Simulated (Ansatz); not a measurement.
# AlIn (hypothetical, Fm-3m): a volume series of phonon spectra

Aim: how the vibrations of AlIn (hypothetical) shift with volume, and the expansion that follows. The crystal structure is hypothetical: it was made by swapping elements on a known structure type.

Main program and level: Ansatz 0.2.0; DFT PBE, scalar-relativistic, plane waves, PAW.

### 1. The structure

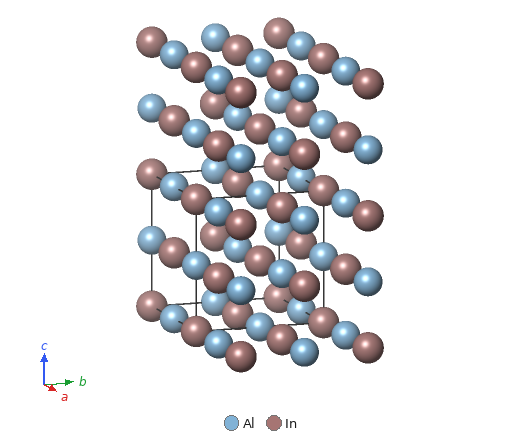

The starting structure, seen slightly off an axis (aluminium light blue, indium brown). 2×1×2 cells are drawn. This picture shows the conventional cell, with its axes. Some periodic images of atoms are drawn too.

### 2. A first coarse run

A cheap single point shows whether the cell is a metal or an insulator and how far it is from rest; that sets the k-mesh and the occupations of what follows.

Contents of input.yaml:

```yaml
crystal:
  lattice:
    - [0.0, 2.59081, 2.59081]
    - [2.59081, 0.0, 2.59081]
    - [2.59081, 2.59081, 0.0]
  atoms:
    - { symbol: Al, position: [0.5, 0.5, 0.5] }
    - { symbol: In, position: [0.0, 0.0, 0.0] }
kpoints:
  mp_grid: { grid: [6, 6, 6] }
hamiltonian:
  xc: pbe
scf:
  occupations: { method: gaussian, width: 0.1 }
output:
  forces: true
  stress: true
  eigenvalues: true
```

On the command line:

```console
> ansatz run input.yaml --threads 4 --pin off --max-ram 8192MiB --backend cpu --events-out ev --progress --plain --runs-dir out
```

Numbers of over 12 decimals in the logs are rounded to 6 here.

The log of the run:

```text
Engine: ansatz 0.2.0, x86_64-unknown-linux-gnu
Pseudopotentials: kind: paw
Pseudopotential: Al, paw, valence charge 3, recommended cutoff 420 eV (normal), Al.paw.azcp
Pseudopotential: In, paw, valence charge 13, recommended cutoff 420 eV (normal), In.paw.azcp
Functional definition: PBE
  parameter kappa = 0.804
  parameter beta = 0.066725
  exchange = pbe_x(kappa = kappa, mu = beta*pi^2/3)
  correlation = pbe_c(beta = beta)
Crystal: 2 atoms, lattice volume = 34.781 Å³
Basis set: ecut = 420 eV, 645 PW (Γ), exchange–correlation on 50×50×50 points (8 copies of the dense FFT grid, shifted against one another)
Bands: 12, of which v1, the nominal top of the filled ones, is band 8 counted from 1 (7 counted from 0)
Symmetry: 48 space group operations
Space group: Fm-3m (ITA 225), of the structure as read, at distance tolerance 3.3e-5 Å
k-points: 16 of 216
Non-local potential: Al, projectors of the file, l = 0: 2, l = 1: 2, l = 2: 1
Non-local potential: In, projectors of the file, l = 0: 2, l = 1: 2, l = 2: 2, l = 3: 2
PAW form: soft (Blöchl's): semilocal exchange-correlation on the pseudo side does not see the compensation charge
PAW one-centre angular grid: Al, 110 points (default); XC on 64 Gauss nodes
PAW one-centre angular grid: In, 590 points (default); XC on 64 Gauss nodes
Initial density: superposition of atomic densities (neutral atoms: chi_scale 0, normalization atom), corrected by the library's trained network
Initial wavefunctions: pseudopotential atomic-orbital guess
Functional: x = pbe(κ = 0.804, μ = 0.219515), c = pbe(β = 0.066725)
SCF iter   1: F=—  HF=-6133.745862 eV  |F-HF|=—  |Δ(HF+E_count)|=         —  Δρ=2.27e-3  dr2=1.18e-3  ethr=1.77e-3  ⟨swp⟩=5.2  Hψ=1190  notcnv=0
preconditioner: auto → none  [insulator: Δε(μ)=0.401 eV  Ē_g=15.910 eV  σ=0.100 eV  W_gap=0.78  n_scr=8 (ndim 8)  ℏωp=25.2 eV  f_vac=0.000  D(μ)=0.58/eV (n_scr^D=0)  ε∞_Penn≈3.5]
SCF iter   2: F=—  HF=-6133.744518 eV  |F-HF|=—  |Δ(HF+E_count)|=   1.34e-3  Δρ=9.81e-4  dr2=3.71e-4  ethr=7.39e-6  ⟨swp⟩=2.6  Hψ=414  notcnv=0
SCF iter   3: F=—  HF=-6133.744608 eV  |F-HF|=—  |Δ(HF+E_count)|=   8.98e-5  Δρ=1.24e-3  dr2=4.49e-4  ethr=2.32e-6  ⟨swp⟩=2.0  Hψ=309  notcnv=0  defer=3
SCF iter   4: F=—  HF=-6133.744424 eV  |F-HF|=—  |Δ(HF+E_count)|=   1.84e-4  Δρ=4.02e-4  dr2=4.65e-5  ethr=2.32e-6  ⟨swp⟩=2.5  Hψ=313  notcnv=0  defer=3
SCF iter   5: F=—  HF=-6133.744388 eV  |F-HF|=—  |Δ(HF+E_count)|=   3.64e-5  Δρ=1.13e-5  dr2=2.47e-8  ethr=2.91e-7  ⟨swp⟩=2.1  Hψ=291  notcnv=0  defer=3
SCF iter   6: F=-6133.744388 eV  HF=-6133.744388 eV  |F-HF|=3.29e-8  |Δ(HF+E_count)|=   5.53e-8  Δρ=1.10e-5  dr2=3.38e-8  ethr=1.54e-10  ⟨swp⟩=3.4  Hψ=835  notcnv=0
SCF 1 converged in 6 iterations: F = -6133.744388 eV  dr2 = 3.38e-8
  greatest PAW one-centre occupation: 0.979 electrons in one spin orbital (limit 2), on the In atom at site 1 (counted from 0), in its partial waves of l = 2
SCF converged after 6 iterations
Free energy (F): -6133.744388 eV
Harris-Foulkes:  -6133.744388 eV  (|F-HF|=3.29e-8)
Internal energy: -6133.741491 eV  (E = F + TS)
E sigma→0 (E₀):  -6133.742939 eV
Entropy (-TS):   -0.002897 eV (-1.448 meV/atom)
Fermi energy:    11.820614 eV
--- Per-component energies (eV) ---
  E_band       = 16.374655
  E_kinetic    = 272.269916
  E_local      = -1107.862798  (includes V_loc(G=0)·N_el)
  E_nonlocal   = 377.338650
  E_hartree    = 455.995856
  E_xc         = -259.006080
  E_vxc        = -133.462132  (∫ρ·V_xc dr)
  E_paw        = -4620.398847  (= ΣΔE_a)
  E_vpaw       = -303.908477  (= ΣTr[D̂ρ^β])
  E_aug_tail   = 0.000022  (compensation charges beyond the density's cutoff)
  E_ewald      = -1252.078209
  E_smearing   = -0.002897  (= −TS)
  E_closure    = 0.000000  (closes the sum)
  Σ components = -6133.744388   (vs F -6133.744388, Δ=0.00e0)
--- Forces (eV/Å), atoms counted from 1 ---
  atom   1  Al     0.00000000    -0.00000000    -0.00000000
  atom   2  In    -0.00000000     0.00000000    -0.00000000
  max |Σ_I F_I| component: 3.62e-31 eV/Å
--- Stress (GPa, compression-positive) ---
       31.811438      -0.000000      -0.000000
       -0.000000      31.811438       0.000000
       -0.000000       0.000000      31.811438
  P = ⅓ Tr σ = 31.8114 GPa (318.114 kbar)
--- Band table (eV; the first three rows and the last of 16) ---
  k-point 0: bands = [... 4 lower, -2.8619, 0.3869, 15.1431, 15.1431, 15.1431, 19.1126, 19.1126, 19.1126]
  k-point 1: bands = [... 4 lower, -2.8273, 0.8788, 12.2469, 14.9508, 14.9508, 18.2407, 19.3213, 19.3213]
  k-point 2: bands = [... 4 lower, -2.7457, 2.3726, 8.2314, 14.8693, 14.8693, 17.2121, 17.2121, 17.5640]
  k-point 15: bands = [... 4 lower, -2.6386, 6.6073, 7.3979, 8.6832, 9.2684, 16.2074, 17.5822, 21.4372]
```

The job ended after 5 s (4 threads of Intel Xeon Platinum 8259CL at 2.50GHz (Skylake/Cascade Lake), shared host; peak memory 0.35 GiB; 5.7 s of CPU time).

In the SCF lines HF is the Harris–Foulkes energy and dr2 the Hartree energy of the density residual, in eV; the loop may stop once dr2 is under the threshold and the program's other checks hold. Hψ counts applications of the Hamiltonian.

This step gave:

* pressure: 31.81 GPa
* volume per atom: 17.39 Å³
* gap on the k-mesh: 0 eV

The start is under 32 GPa at this level and looks like a metal on this mesh.

### 3. A loose first relaxation

The start is far from rest, so a relaxation with loose thresholds first brings it near the minimum.

input.yaml: that of step 2 with these lines changed.

```diff
@@ -18 +18,6 @@
   eigenvalues: true
+relax:
+  adjacent_minimum: "off"
+  f_tol: 0.05
+  max_steps: 80
+  cell: { stress_tol: 0.5 }
```

The log of the run:

```text
[...]
Crystal: 2 atoms, lattice volume = 34.781 Å³
Basis set: ecut = 420 eV, 645 PW (Γ), exchange–correlation on 50×50×50 points (8 copies of the dense FFT grid, shifted against one another)
Bands: 12, of which v1, the nominal top of the filled ones, is band 8 counted from 1 (7 counted from 0)
Symmetry: 48 space group operations
[...]
k-points: 16 of 216
[...]
SCF iter   1: F=—  HF=-6133.745862 eV  |F-HF|=—  |Δ(HF+E_count)|=         —  Δρ=2.27e-3  dr2=1.18e-3  ethr=1.77e-3  ⟨swp⟩=5.2  Hψ=1190  notcnv=0
[...]
SCF iter   6: F=-6133.744388 eV  HF=-6133.744388 eV  |F-HF|=3.29e-8  |Δ(HF+E_count)|=   5.53e-8  Δρ=1.10e-5  dr2=3.38e-8  ethr=1.54e-10  ⟨swp⟩=3.4  Hψ=835  notcnv=0
SCF 1 converged in 6 iterations: F = -6133.744388 eV  dr2 = 3.38e-8
[...]
relax step   1: F+E_penalty+E_count = -6133.74438775 eV  Δ(F+E_penalty+E_count) = +0.000e0 eV  max|allowed force component| = 9.368e-31 eV/Å  Δτ_max = 0.0000 Å  P = +31.811 GPa  Ω = 34.781 Å³  (6 SCF iters, dr2 threshold 1.00e-7 eV, accepted)
Crystal: 2 atoms, lattice volume = 40.119 Å³
Basis set: ecut = 420 eV, 749 PW (Γ), exchange–correlation on 50×50×50 points (8 copies of the dense FFT grid, shifted against one another)
[...]
iter 1 solved again at ethr=1.29e-4 eV; its pass at ethr=3.10e-3 eV (dr2=2.07e-2 eV) is discarded
[...]
SCF iter   6: F=-6134.445172 eV  HF=-6134.445172 eV  |F-HF|=9.46e-11  |Δ(HF+E_count)|=   1.31e-8  Δρ=6.97e-7  dr2=2.35e-10  ethr=2.32e-10  ⟨swp⟩=1.8  Hψ=622  notcnv=0
SCF 2 converged in 6 iterations: F = -6134.445172 eV  dr2 = 2.35e-10
relax step   2: F+E_penalty+E_count = -6134.44517215 eV  Δ(F+E_penalty+E_count) = -7.008e-1 eV  max|allowed force component| = 3.780e-31 eV/Å  Δτ_max = 0.0000 Å  P = +12.759 GPa  Ω = 40.119 Å³  energy of the carried Pulay correction = -2.175e-3 eV  (6 SCF iters, dr2 threshold 2.00e-7 eV, accepted)
Crystal: 2 atoms, lattice volume = 44.700 Å³
Basis set: ecut = 420 eV, 893 PW (Γ), exchange–correlation on 50×50×50 points (8 copies of the dense FFT grid, shifted against one another)
[...]
SCF iter   5: F=-6134.675644 eV  HF=-6134.675644 eV  |F-HF|=2.92e-8  |Δ(HF+E_count)|=   7.33e-9  Δρ=1.65e-5  dr2=1.14e-7  ethr=1.25e-9  ⟨swp⟩=5.9  Hψ=908  notcnv=0
SCF 3 converged in 5 iterations: F = -6134.675644 eV  dr2 = 1.14e-7
[...]
relax step   3: F+E_penalty+E_count = -6134.67564407 eV  Δ(F+E_penalty+E_count) = -2.305e-1 eV  max|allowed force component| = 2.367e-30 eV/Å  Δτ_max = 0.0000 Å  P = +4.368 GPa  Ω = 44.700 Å³  energy of the carried Pulay correction = -3.811e-3 eV  (5 SCF iters, dr2 threshold 2.00e-7 eV, accepted)
[...]
relax step   4: F+E_penalty+E_count = -6134.72600142 eV  Δ(F+E_penalty+E_count) = -5.036e-2 eV  max|allowed force component| = 2.630e-31 eV/Å  Δτ_max = 0.0000 Å  P = +0.078 GPa  Ω = 48.481 Å³  energy of the carried Pulay correction = -5.028e-3 eV  (5 SCF iters, dr2 threshold 2.00e-7 eV, accepted)
[...]
relax step   5: F+E_penalty+E_count = -6134.73960153 eV  Δ(F+E_penalty+E_count) = -1.360e-2 eV  max|allowed force component| = 3.451e-31 eV/Å  Δτ_max = 0.0000 Å  P = +0.504 GPa  Ω = 48.481 Å³  stress off target by 5.04e-1 GPa  SCF on the basis re-selected at this cell (its energy is not comparable with the rows above)  (5 SCF iters)
[...]
relax step   6: F+E_penalty+E_count = -6134.74033400 eV  Δ(F+E_penalty+E_count) = -7.325e-4 eV  max|allowed force component| = 1.643e-31 eV/Å  Δτ_max = 0.0000 Å  P = +0.003 GPa  Ω = 49.050 Å³  energy of the carried Pulay correction = -1.575e-4 eV  (4 SCF iters, dr2 threshold 2.00e-7 eV, accepted)
[...]
SCF iter   1: F=—  HF=-6134.740514 eV  |F-HF|=—  |Δ(HF+E_count)|=         —  Δρ=2.12e-5  dr2=4.21e-8  ethr=4.13e-7  ⟨swp⟩=2.3  Hψ=1689  notcnv=0
eigensolver tolerance schedule: the retry pair's looser diagonalisation over-reported the residual by 1565.63 of it (diagonalisation noise at 0.26 of the residual, at the tolerance the schedule requests for it); recorded, not acted on — ethr = c·dr2/N_el stays at c = 1.0e-1
[...]
SCF iter   2: F=—  HF=-6134.740509 eV  |F-HF|=—  |Δ(HF+E_count)|=   4.58e-6  Δρ=9.12e-6  dr2=8.07e-9  ethr=2.63e-10  ⟨swp⟩=2.2  Hψ=327  notcnv=0
SCF iter   3: F=-6134.740509 eV  HF=-6134.740509 eV  |F-HF|=1.05e-8  |Δ(HF+E_count)|=   7.48e-8  Δρ=3.30e-6  dr2=9.02e-10  ethr=1.25e-11  ⟨swp⟩=6.0  Hψ=906  notcnv=0
SCF 7 converged in 3 iterations: F = -6134.740509 eV  dr2 = 9.02e-10
relax step   7: F+E_penalty+E_count = -6134.74050947 eV  Δ(F+E_penalty+E_count) = -1.755e-4 eV  max|allowed force component| = 1.627e-30 eV/Å  Δτ_max = 0.0000 Å  P = +0.001 GPa  Ω = 49.050 Å³  stress off target by 1.11e-3 GPa  SCF on the basis re-selected at this cell (its energy is not comparable with the rows above)  (3 SCF iters)
[...]
SCF converged after 3 iterations
Free energy (F): -6134.740509 eV
[...]
Internal energy: -6134.732910 eV  (E = F + TS)
E sigma→0 (E₀):  -6134.736710 eV
Entropy (-TS):   -0.007599 eV (-3.800 meV/atom)
Fermi energy:    7.386872 eV
[...]
--- Stress (GPa, compression-positive) ---
        0.001112       0.000000       0.000000
        0.000000       0.001112       0.000000
        0.000000       0.000000       0.001112
  P = ⅓ Tr σ = 0.0011 GPa (0.011 kbar)
--- Band table (eV; the first three rows and the last of 16) ---
  k-point 0: bands = [... 4 lower, -6.8735, -1.7252, 9.8011, 9.8011, 9.8011, 11.9367, 13.9177, 13.9177]
  k-point 1: bands = [... 4 lower, -6.8623, -1.3480, 7.3441, 9.7232, 9.7232, 12.4162, 13.4831, 13.4831]
  k-point 2: bands = [... 4 lower, -6.8361, -0.2150, 4.2487, 9.7959, 9.7959, 11.6380, 11.6380, 11.9553]
  k-point 15: bands = [... 4 lower, -6.7980, 2.6147, 4.2472, 4.3198, 5.6808, 10.1991, 12.7203, 14.5011]
--- Relaxed structure (5 steps of the walk, 5 accepted, 2 SCFs on fresh bases) ---
  F+E_penalty+E_count = -6134.74050947 eV   max|allowed force component| = 1.627e-30 eV/Å   (the final SCF, on the basis selected at the relaxed cell)
  cell:  # Å, volume = 49.0498 Å³
    - [0, 2.905376, 2.905376]
    - [2.905376, 0, 2.905376]
    - [2.905376, 2.905376, 0]
  atoms:
    - { symbol: Al, position: [0.5, 0.5, 0.5] }
    - { symbol: In, position: [0, 0, 0] }
```

Elapsed: 3.3 s, on 4 threads; peak memory 0.37 GiB; 9.1 s of CPU time.

The steps of the relaxation:

```
step  energy less that of the first step (eV)  largest force component (eV/Å)  pressure (GPa)  volume (Å³)
   1                                   0.0000                          0.0000           31.81        34.78
   2                                  -0.7008                          0.0000           12.76        40.12
   3                                  -0.9313                          0.0000            4.37        44.70
   4                                  -0.9816                          0.0000            0.08        48.48
  5*                                  -0.9952                          0.0000            0.50        48.48
   6                                  -0.9959                          0.0000            0.00        49.05
  7*                                  -0.9961                          0.0000            0.00        49.05
```

Relaxation steps marked * repeat the geometry before them on a plane-wave basis chosen anew for their cell, so energy and pressure can jump there.

Forces are held to the 48 operations that the run works with; a distortion that breaks them can't arise in this run.

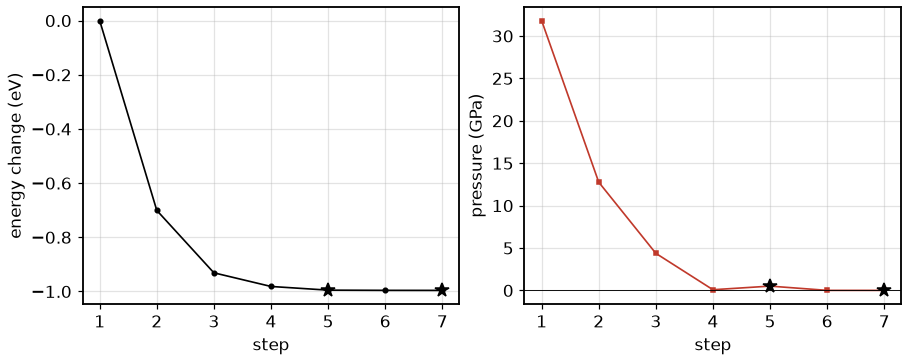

Energy and pressure along the relaxation. Stars mark steps on a basis chosen anew.

```
     cell as run  before  after   change
           a (Å)   3.664  4.109  +12.1 %
           b (Å)   3.664  4.109  +12.1 %
           c (Å)   3.664  4.109  +12.1 %
volume (Å³/atom)   17.39  24.52  +41.0 %
```

The relaxed structure:

```xyz
2
Lattice="0.0000 2.9054 2.9054 2.9054 0.0000 2.9054 2.9054 2.9054 0.0000" Properties=species:S:1:pos:R:3 pbc="T T T"
Al    2.9054    2.9054    2.9054
In    0.0000    0.0000    0.0000
```

Numbers from this step:

* pressure: 0.001112 GPa
* volume per atom: 24.52 Å³

The relaxation ends with a pressure of 0.00 GPa.

### 4. Relaxation

The vibrations must be taken about the equilibrium of this functional, not about the starting cell, so the structure is relaxed.

input.yaml, the sections that differ from step 3:

```yaml
crystal:
  lattice:
    - [0.0, 2.9053759622, 2.9053759622]
    - [2.9053759622, 0.0, 2.9053759622]
    - [2.9053759622, 2.9053759622, 0.0]
  atoms:
    - { symbol: Al, position: [0.5, 0.5, 0.5] }
    - { symbol: In, position: [0.0, 0.0, 0.0] }
kpoints:
  mp_grid: { grid: [12, 12, 12] }
relax:
  adjacent_minimum: "off"
  f_tol: 0.005
  max_steps: 80
  cell: { stress_tol: 0.05 }
# hamiltonian, scf, output: as in step 3
```

The log of the run:

```text
[...]
Crystal: 2 atoms, lattice volume = 49.050 Å³
Basis set: ecut = 420 eV, 941 PW (Γ), exchange–correlation on 60×60×60 points (8 copies of the dense FFT grid, shifted against one another)
Bands: 12, of which v1, the nominal top of the filled ones, is band 8 counted from 1 (7 counted from 0)
Symmetry: 48 space group operations
[...]
k-points: 72 of 1728
[...]
k-point 71: bands = [... 4 lower, -6.7235, 3.0185, 3.7233, 4.9692, 4.9692, 12.2820, 12.4654, 14.5797]
--- Relaxed structure (2 steps of the walk, 2 accepted, 1 SCFs on fresh bases) ---
[...]
cell:  # Å, volume = 48.7172 Å³
    - [0, 2.898794, 2.898794]
    - [2.898794, 0, 2.898794]
    - [2.898794, 2.898794, 0]
  atoms:
    - { symbol: Al, position: [0.5, 0.5, 0.5] }
    - { symbol: In, position: [0, 0, 0] }
[key lines of the parts left out:]
SCF converged after 5 iterations
Free energy (F): -6134.770906 eV
Fermi energy:    7.552634 eV
P = ⅓ Tr σ = 0.0309 GPa (0.309 kbar)
```

The job ended after 3.6 s (4 threads; peak memory 0.45 GiB).

The steps of the relaxation:

```csv
step,energy less that of the first step (eV),largest force component (eV/Å),pressure (GPa),volume (Å³)
1,0.0000,0.0000,-0.25,49.05
2,-0.0003,0.0000,0.03,48.72
3*,-0.0002,0.0000,0.03,48.72
```

Relaxation steps marked * repeat the geometry before them on a plane-wave basis chosen anew for their cell, so energy and pressure can jump there.

The run keeps the 48 symmetry operations that it works with, so distortions that break them were not tested.

```
conventional cell, symmetrised  before  after  change
                         a (Å)   5.811  5.798  -0.2 %
                         b (Å)   5.811  5.798  -0.2 %
                         c (Å)   5.811  5.798  -0.2 %
              volume (Å³/atom)   24.52  24.36  -0.7 %
```

Final coordinates:

```cif
data_structure
_symmetry_space_group_name_H-M 'P 1'
_symmetry_Int_Tables_number 1
_cell_length_a 4.0995
_cell_length_b 4.0995
_cell_length_c 4.0995
_cell_angle_alpha 60.000
_cell_angle_beta 60.000
_cell_angle_gamma 60.000
_cell_volume 48.72
loop_
_atom_site_label
_atom_site_type_symbol
_atom_site_fract_x
_atom_site_fract_y
_atom_site_fract_z
_atom_site_occupancy
Al1 Al 0.50000 0.50000 0.50000 1
In2 In 0.00000 0.00000 0.00000 1
```

Numbers from this step:

| Property | Result |
| --- | --- |
| pressure | 0.03091 GPa |
| volume per atom | 24.36 Å³ |

The cell shrank by 0.7 % in volume.

### 5. Tight relaxation

The thresholds are tightened for a last relaxation ahead of the phonons, and where mesh or smearing change with them the cell follows.

input.yaml, the sections that differ from step 4:

```yaml
crystal:
  lattice:
    - [0.0, 2.8987939669, 2.8987939669]
    - [2.8987939669, 0.0, 2.8987939669]
    - [2.8987939669, 2.8987939669, 0.0]
  atoms:
    - { symbol: Al, position: [0.5, 0.5, 0.5] }
    - { symbol: In, position: [0.0, 0.0, 0.0] }
scf:
  occupations: { method: methfessel_paxton, width: 0.15 }
relax:
  adjacent_minimum: "off"
  f_tol: 0.001
  max_steps: 60
  cell: { stress_tol: 0.01 }
# kpoints, hamiltonian, output: as in step 4
```

The log of the run:

```text
[...]
Crystal: 2 atoms, lattice volume = 48.717 Å³
Basis set: ecut = 420 eV, 941 PW (Γ), exchange–correlation on 60×60×60 points (8 copies of the dense FFT grid, shifted against one another)
Bands: 12, of which v1, the nominal top of the filled ones, is band 8 counted from 1 (7 counted from 0)
Symmetry: 48 space group operations
[...]
k-points: 72 of 1728
[...]
k-point 71: bands = [... 4 lower, -6.7304, 3.0124, 3.7167, 4.9642, 4.9642, 12.2722, 12.4556, 14.5716]
--- Relaxed structure (2 steps of the walk, 2 accepted, 1 SCFs on fresh bases) ---
[...]
cell:  # Å, volume = 48.7470 Å³
    - [0, 2.899386, 2.899386]
    - [2.899386, 0, 2.899386]
    - [2.899386, 2.899386, 0]
  atoms:
    - { symbol: Al, position: [0.500000, 0.500000, 0.500000] }
    - { symbol: In, position: [0, 0, 0] }
[key lines of the parts left out:]
SCF converged after 6 iterations
Free energy (F): -6134.769031 eV
Fermi energy:    7.545002 eV
P = ⅓ Tr σ = -0.0031 GPa (-0.031 kbar)
```

Elapsed: 3.6 s, on 4 threads; peak memory 0.46 GiB.

Little changed from the start: no atom moved by 0.005 Å and no cell edge by 0.1 %.

Numbers from this step:

- pressure: -0.003063 GPa
- volume per atom: 24.37 Å³

The residual pressure is -0.0031 GPa, small enough for phonons.

(Part 1 of 3 ends here.)

[Logs are printed without paths, hosts, clocks, repeated set-up lines and the standing remarks that a program may print on its own settings, such as how far it seeks lower states.]

[Hosts, paths, dates, database ids (printed as entryN), source tags and the programs' standing remarks are cut or masked in the printed files.]

[A step with changed settings may run another functional than the one named; its input shows which.]

[Of the runs on displaced cells, only some may be shown.]
